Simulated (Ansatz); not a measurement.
# From HSE06 to G0W0: WSe2 (P6_3/mmc)

Wanted: the gap of WSe2 (P6_3/mmc) with a many-body correction, and the time that it takes.

Method: HSE06, then G0W0 on it, plane waves, PAW, in Ansatz 0.2.0.

The database entry behind the starting cell differs from later determinations by our own check (a about 0.2 % long), so it need not match the best structure at ambient conditions.

**1. Starting point**

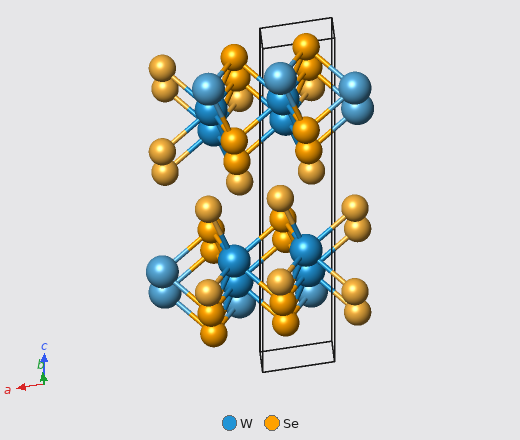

Start, viewed from a free direction; tungsten blue, selenium orange. 2×2×1 cells are drawn. Some periodic images of atoms are drawn too.

The cell and positions come from the Crystallography Open Database and are kept as given unless a step says otherwise. Spin-orbit coupling is left out unless a step names it. The default PAW set here is soft_2. Its files were made with PBE.

**2. The starting point: HSE06**

HSE06 mixes in a quarter of exact exchange at short range.

This step: DFT, HSE06, plane waves, PAW.

Contents of input.yaml:

```yaml
crystal:
  lattice:
    - [3.29, 0.0, 0.0]
    - [-1.645, 2.8492235785, 0.0]
    - [0.0, 0.0, 12.97]
  atoms:
    - { symbol: W, position: [0.3333333333, 0.6666666667, 0.25] }
    - { symbol: W, position: [0.6666666667, 0.3333333333, 0.75] }
    - { symbol: Se, position: [0.3333333333, 0.6666666667, 0.621] }
    - { symbol: Se, position: [0.6666666667, 0.3333333333, 0.121] }
    - { symbol: Se, position: [0.3333333333, 0.6666666667, 0.879] }
    - { symbol: Se, position: [0.6666666667, 0.3333333333, 0.379] }
kpoints:
  mp_grid: { grid: [6, 6, 2] }
  band_path:
    path:
      - [0.0, 0.0, 0.0]
      - [0.5, 0.0, 0.0]
      - [0.33333333, 0.33333333, 0.0]
      - [0.0, 0.0, 0.5]
      - [0.5, 0.0, 0.5]
      - [0.33333333, 0.33333333, 0.5]
      - [0.1666666667, 0.1666666667, 0.0]
    npoints: 1
hamiltonian:
  xc: hse06
scf:
  occupations: { method: fixed }
  n_extra_bands: 6
output:
  eigenvalues: true
  write_density: true
  write_potential: true
  elf: true
  volumetric_format: npy
```

Command:

```sh
> ansatz run input.yaml --threads 4 --pin off --max-ram 138240MiB --backend cuda --events-out ev --progress --plain --runs-dir out --devices 1 --max-vram 26GiB  # rebuilt from the run's record
```

Numbers of over 12 decimals in the logs are rounded to 6 here.

Output:

```text
scf.n_extra_bands = 6 over 46 filled bands (N_el = 92.0): the run solves 52 bands
GPUs: using 1 of 1 available (devices: 1).
Engine: ansatz 0.2.0, x86_64-unknown-linux-gnu
Pseudopotentials: kind: paw
Pseudopotential: W, paw, valence charge 14, recommended cutoff 420 eV (normal), W.paw.azcp
Pseudopotential: Se, paw, valence charge 16, recommended cutoff 420 eV (normal), Se.paw.azcp
Functional definition: HSE06
  parameter a = 0.25
  parameter omega = 0.11/bohr
  exchange = pbe_x - a*pbe_x_sr(omega) + a*exact_x_sr(omega)
  correlation = pbe_c
davidson cushion auto → on  (no smearing: the cushion is to keep the highest requested band from converging to the state above it; pin scf.eigensolver.cushion to override)
device memory: the entry about to start is reckoned to put 3.1 GiB on a device that reports 55.9 GiB free (of which the cap on the GPU budget leaves the run 26.0 GiB)
GPU FFT provider: cuFFT
GPU libraries: cuBLAS 13.8.2, cuFFT 12.4.0, cuSOLVER 12.3.4
Crystal: 6 atoms, lattice volume = 121.580 Å³
Basis set: ecut = 420 eV, 2419 PW (Γ)
Bands: 52, of which v1, the nominal top of the filled ones, is band 46 counted from 1 (45 counted from 0)
Symmetry: 24 space group operations
Space group: P63/mmc (ITA 194), of the structure as read, at distance tolerance 5.0e-5 Å
k-points: 14 of 72
Non-local potential: W, projectors of the file, l = 0: 3, l = 1: 2, l = 2: 2, l = 3: 1
Non-local potential: Se, projectors of the file, l = 0: 2, l = 1: 2, l = 2: 3, l = 3: 1
PAW form: soft (Blöchl's): semilocal exchange-correlation on the pseudo side does not see the compensation charge
PAW frozen core: W, regenerated for the run's functional, and the local potential with it (the file was generated under x = pbe(κ = 0.804, μ = 0.219515), c = pbe(β = 0.066725))
PAW frozen core: Se, regenerated for the run's functional, and the local potential with it (the file was generated under x = pbe(κ = 0.804, μ = 0.219515), c = pbe(β = 0.066725))
PAW one-centre angular grid: W, 590 points (default); XC on 64 Gauss nodes
PAW one-centre angular grid: Se, 590 points (default); XC on 64 Gauss nodes
Initial density: superposition of atomic densities (neutral atoms: chi_scale 0, normalization atom), corrected by the library's trained network
Initial wavefunctions: pseudopotential atomic-orbital guess
GPU buffer pool allocated for 51840 grid points (all kernels)
GPU transforms: local potential and band sums: pruned to the plane-wave sphere, on 24×24×90
Functional: x = pbe(κ = 0.804, μ = 0.219515), c = pbe(β = 0.066725), warm-up for x = pbe(κ = 0.804, μ = 0.219515) + 0.25 (exact − pbe) at short range (hse, ω = 0.207870 Å⁻¹), c = pbe(β = 0.066725); HSE06 as pw.x's `hse` composes it (authors' and Libxc's form: `xc: wpbeh`)
SCF iter   1: F=—  HF=-42649.203889 eV  |F-HF|=—  |Δ(HF+E_count)|=         —  Δρ=6.31e-3  dr2=5.87e-2  ethr=1.77e-3  ⟨swp⟩=5.2  Hψ=2881  notcnv=0
preconditioner: auto → none  [insulator: Δε(μ)=0.957 eV  Ē_g=8.047 eV  n_scr=40 (ndim 8)  ℏωp=20.2 eV  f_vac=0.044]
SCF iter   2: F=—  HF=-42649.235824 eV  |F-HF|=—  |Δ(HF+E_count)|=   3.19e-2  Δρ=7.26e-3  dr2=2.31e-1  ethr=6.38e-5  ⟨swp⟩=4.1  Hψ=2051  notcnv=0
SCF iter   3: F=—  HF=-42649.204430 eV  |F-HF|=—  |Δ(HF+E_count)|=   3.14e-2  Δρ=2.13e-3  dr2=5.92e-3  ethr=6.38e-5  ⟨swp⟩=3.8  Hψ=1826  notcnv=0
iter 4 solved again at ethr=2.04e-7 eV; its pass at ethr=6.44e-6 eV (dr2=1.88e-4 eV) is discarded
SCF iter   4: F=—  HF=-42649.205735 eV  |F-HF|=—  |Δ(HF+E_count)|=   1.31e-3  Δρ=7.74e-4  dr2=1.90e-4  ethr=2.04e-7  ⟨swp⟩=3.6  Hψ=3543  notcnv=0
SCF iter   5: F=-42649.206135 eV  HF=-42649.206130 eV  |F-HF|=4.24e-6  |Δ(HF+E_count)|=   3.95e-4  Δρ=8.59e-5  dr2=2.95e-6  ethr=2.04e-7  ⟨swp⟩=3.0  Hψ=2030  notcnv=0
SCF 1 stopped early in 5 iterations: F = -42649.206135 eV  dr2 = 2.95e-6
  greatest PAW one-centre occupation: 1.000 electrons in one spin orbital (limit 2), on the Se atom at site 4 (counted from 0), in its partial waves of l = 2
device memory: the entry about to start is reckoned to put 3.7 GiB on a device that reports 55.9 GiB free (of which the cap on the GPU budget leaves the run 26.0 GiB)
GPU FFT provider: cuFFT
GPU libraries: cuBLAS 13.8.2, cuFFT 12.4.0, cuSOLVER 12.3.4
Initial density: handed on by an earlier stage of this run
Initial wavefunctions: those handed on with the density
GPU buffer pool allocated for 51840 grid points (all kernels)
GPU transforms: local potential and band sums: pruned to the plane-wave sphere, on 24×24×90
Functional: x = pbe(κ = 0.804, μ = 0.219515) + 0.25 (exact − pbe) at short range (hse, ω = 0.207870 Å⁻¹), c = pbe(β = 0.066725); HSE06 as pw.x's `hse` composes it (authors' and Libxc's form: `xc: wpbeh`)
Exchange kernel: α = 0.2500, screened, ω = 0.2079 Å⁻¹, Wigner–Seitz truncation, v(0) = 1045.1731 eV·Å³, q-mesh 6×6×2, nearest image of the exchange supercell L = 19.74 Å, pair-density grid 15×15×60, without the augmentation charges, whose exchange is taken in its separable form by FFT convolution over the k-point mesh (sized by the pseudopotential files, 20×20×90 at the most), smooth part of the exact exchange by density-matrix convolution in up to 4.58 GiB of GPU memory as planned if the GPU has room (build and FFT work areas not counted)
Frozen-core exchange: fock
SCF iter   1: F=—  HF=-42657.190511 eV  |F-HF|=—  |Δ(HF+E_count)|=         —  Δρ=7.03e-3  dr2=1.29e-1  ethr=3.21e-8  ⟨swp⟩=7.9  Hψ=4186  notcnv=0
preconditioner: auto → none  [insulator: Δε(μ)=1.402 eV  Ē_g=9.317 eV  n_scr=40 (ndim 8)  ℏωp=20.2 eV  f_vac=0.044]
SCF iter   2: F=—  HF=-42657.148650 eV  |F-HF|=—  |Δ(HF+E_count)|=   4.19e-2  Δρ=2.28e-3  dr2=6.30e-3  ethr=3.21e-8  ⟨swp⟩=5.1  Hψ=3208  notcnv=0
SCF iter   3: F=—  HF=-42657.166268 eV  |F-HF|=—  |Δ(HF+E_count)|=   1.76e-2  Δρ=1.29e-3  dr2=1.25e-3  ethr=3.21e-8  ⟨swp⟩=5.0  Hψ=3107  notcnv=0
SCF iter   4: F=—  HF=-42657.165856 eV  |F-HF|=—  |Δ(HF+E_count)|=   4.11e-4  Δρ=3.99e-4  dr2=1.79e-4  ethr=3.21e-8  ⟨swp⟩=4.0  Hψ=2634  notcnv=0
SCF iter   5: F=—  HF=-42657.165849 eV  |F-HF|=—  |Δ(HF+E_count)|=   7.30e-6  Δρ=4.11e-5  dr2=4.93e-5  ethr=3.21e-8  ⟨swp⟩=3.0  Hψ=1947  notcnv=0
SCF iter   6: F=—  HF=-42657.166317 eV  |F-HF|=—  |Δ(HF+E_count)|=   4.68e-4  Δρ=1.05e-4  dr2=3.01e-5  ethr=1.20e-9  ⟨swp⟩=4.5  Hψ=3051  notcnv=0
SCF iter   7: F=-42657.166309 eV  HF=-42657.166309 eV  |F-HF|=4.47e-7  |Δ(HF+E_count)|=   7.06e-6  Δρ=2.30e-5  dr2=1.39e-6  ethr=1.20e-9  ⟨swp⟩=4.1  Hψ=2751  notcnv=0
SCF 2 stopped early in 7 iterations: F = -42657.166309 eV  dr2 = 1.39e-6
hybrid outer 1: dexx = +2.263e-2 eV, tail = 1.97e-4 eV
GPU FFT provider: cuFFT
GPU libraries: cuBLAS 13.8.2, cuFFT 12.4.0, cuSOLVER 12.3.4
GPU buffer pool allocated for 51840 grid points (all kernels)
GPU transforms: local potential and band sums: pruned to the plane-wave sphere, on 24×24×90
Exchange kernel: α = 0.2500, screened, ω = 0.2079 Å⁻¹, Wigner–Seitz truncation, v(0) = 1045.1731 eV·Å³, q-mesh 6×6×2, nearest image of the exchange supercell L = 19.74 Å, pair-density grid 15×15×60, without the augmentation charges, whose exchange is taken in its separable form by FFT convolution over the k-point mesh (sized by the pseudopotential files, 20×20×90 at the most), smooth part of the exact exchange by density-matrix convolution in up to 4.58 GiB of GPU memory as planned if the GPU has room (build and FFT work areas not counted)
Frozen-core exchange: fock
SCF iter   1: F=—  HF=-42657.166885 eV  |F-HF|=—  |Δ(HF+E_count)|=         —  Δρ=6.03e-5  dr2=3.19e-6  ethr=1.07e-6  ⟨swp⟩=2.0  Hψ=1610  notcnv=0
preconditioner: auto → none  [insulator: Δε(μ)=1.446 eV  Ē_g=9.246 eV  n_scr=40 (ndim 8)  ℏωp=20.2 eV  f_vac=0.044]
SCF iter   2: F=—  HF=-42657.166887 eV  |F-HF|=—  |Δ(HF+E_count)|=   2.27e-6  Δρ=2.53e-5  dr2=1.01e-6  ethr=2.94e-9  ⟨swp⟩=4.0  Hψ=2689  notcnv=0
iter 3 solved again at ethr=3.88e-11 eV; its pass at ethr=5.78e-10 eV (dr2=3.57e-8 eV) is discarded
SCF iter   3: F=—  HF=-42657.166887 eV  |F-HF|=—  |Δ(HF+E_count)|=   1.89e-7  Δρ=4.40e-6  dr2=4.33e-7  ethr=3.88e-11  ⟨swp⟩=2.0  Hψ=3751  notcnv=0
SCF iter   4: F=—  HF=-42657.166890 eV  |F-HF|=—  |Δ(HF+E_count)|=   2.32e-6  Δρ=9.45e-6  dr2=1.27e-7  ethr=3.88e-11  ⟨swp⟩=4.6  Hψ=2893  notcnv=0
SCF iter   5: F=-42657.166890 eV  HF=-42657.166890 eV  |F-HF|=3.09e-8  |Δ(HF+E_count)|=   2.86e-8  Δρ=3.11e-6  dr2=5.15e-8  ethr=3.88e-11  ⟨swp⟩=3.0  Hψ=1940  notcnv=0
SCF 3 converged in 5 iterations: F = -42657.166890 eV  dr2 = 5.15e-8
hybrid outer 2: dexx = +3.193e-6 eV, tail = 2.00e-7 eV, Δε = 1.56e-3 eV (about 9.40e-5 eV left of the loop's levels)
device memory: the entry about to start is reckoned to put 0.9 GiB on a device that reports 55.9 GiB free (of which the cap on the GPU budget leaves the run 26.0 GiB)
NSCF: frozen V_eff on 7 k-points
hybrid SCF converged: 2 outer / 12 inner (+5 warm-up), last move |dexx| = 3.19e-6 eV, tail = 2.00e-7 eV
Stability not checked: this state was not tested for a lower state beside it, because the functional holds exact exchange (a hybrid, or Hartree-Fock), whose exchange loop this test does not read (fock_operator; see scf.lower_state_search)
Free energy (F): -42657.166890 eV
Frozen-core exchange: fock
Harris-Foulkes:  -42657.166890 eV  (|F-HF|=3.09e-8)
Internal energy: -42657.166890 eV  (E = F + TS)
E sigma→0 (E₀):  -42657.166890 eV
Fermi energy:    12.634012 eV
--- Per-component energies (eV) ---
  E_band       = -1940.016997
  E_kinetic    = 1372.543151
  E_local      = -11409.539985  (includes V_loc(G=0)·N_el)
  E_nonlocal   = -2380.179891
  E_hartree    = 5487.224313
  E_xc         = -760.950759
  E_vxc        = -695.621653  (∫ρ·V_xc dr)
  E_exx        = -354.553185  (= α·E_x^exact, valence–valence)
  E_paw        = -24606.733000  (= ΣΔE_a)
  E_vpaw       = 907.436448  (= ΣTr[D̂ρ^β])
  E_aug_tail   = -0.002481  (compensation charges beyond the density's cutoff)
  E_ewald      = -9994.845457
  E_core_change = -10.129596  (= ΣΔE_core)
  E_smearing   = -0.000000  (= −TS)
  E_closure    = -0.000000  (closes the sum)
  Σ components = -42657.166890   (vs F -42657.166890, Δ=0.00e0)
--- Band table (eV; the first three rows and the last of 14) ---
  k-point 0: bands = [... 42 lower, 10.9438, 11.3276, 11.4059, 12.6340, 15.9085, 15.9085, 15.9617, 15.9617, ... 2 higher]
  k-point 1: bands = [... 42 lower, 10.9119, 10.9119, 12.3695, 12.3695, 15.9102, 15.9102, 15.9102, 15.9102, ... 2 higher]
  k-point 2: bands = [... 42 lower, 10.5129, 11.3510, 11.4050, 11.8830, 14.8410, 15.4521, 15.4583, 15.5447, ... 2 higher]
  k-point 13: bands = [... 42 lower, 9.5026, 9.5026, 12.2768, 12.2768, 14.4100, 14.4100, 15.6929, 15.6929, ... 2 higher]
```

Wall time 34 s (1 × NVIDIA H100 80GB HBM3 (shared by 3 runs) with 4 threads of AMD EPYC 7R13 (Zen 3), shared host); peak memory 1.5 GiB; 54 s of CPU time.

The column dr2 measures how far the density is from self-consistency, as an energy; F and HF (Harris–Foulkes) agree once it is small.

Numbers from this step:

```yaml
gap: 1.446 eV
valence_top_at: Γ
conduction_bottom_at: k = (0.167, 0.167, 0.000)
least_direct_gap: 1.985 eV
exact_exchange_fraction: 0.25
```

Over mesh and listed points the gap is 1.446 eV, from k = Γ to k = (0.167, 0.167, 0.000). The least direct gap found is 1.985 eV, at k = (0.333, 0.333, 0.000).

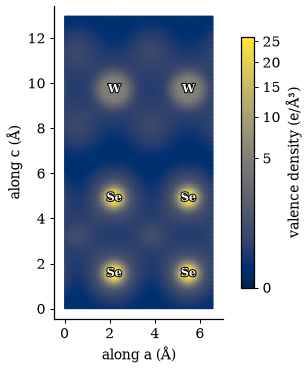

Valence density in the ac plane at fractional y = 0.333, with atoms of W and Se within 0.2 Å of it. It is the smooth field of the valence electrons, not physical close to the nuclei. The colour scale is stretched toward low values.

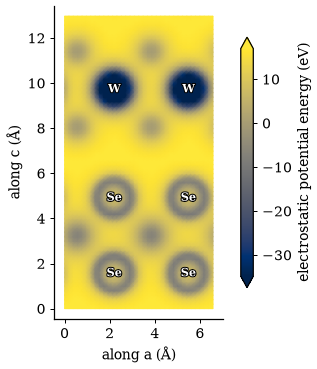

Electrostatic potential energy in the ac plane at fractional y = 0.333, with atoms of W and Se within 0.2 Å of it. With pseudopotentials it is smooth inside the atoms' cores, unlike the true potential.

(Part 1 of 2 ends here.)

[Paths, hosts, dates, memory and timing lines, banners, echoed tables and standing remarks are left out of the program output.]

[Logs are printed without paths, hosts, clocks, repeated set-up lines and the standing remarks that a program may print on its own settings, such as how far it seeks lower states.]

[Runs of the session that timed out or met a known fault of the program may be left out.]

[Cells called generated may have been cut or substituted from an entry of the Crystallography Open Database or the Materials Project.]

[Hosts, paths, dates, database ids (printed as entryN), source tags and the programs' standing remarks are cut or masked in the printed files.]

[Where an RPA ε∞ is given, it is that of the G0W0 mesh and is not shown converged in it. Names of k-points follow the symmetry that the program found, which can be lower than the space group named. Band edges on a path are those of the sampled points; other points can move an edge, and change direct to indirect where valleys lie close.]

[Hybrid gaps are those of their k-mesh and are not shown converged in it.]
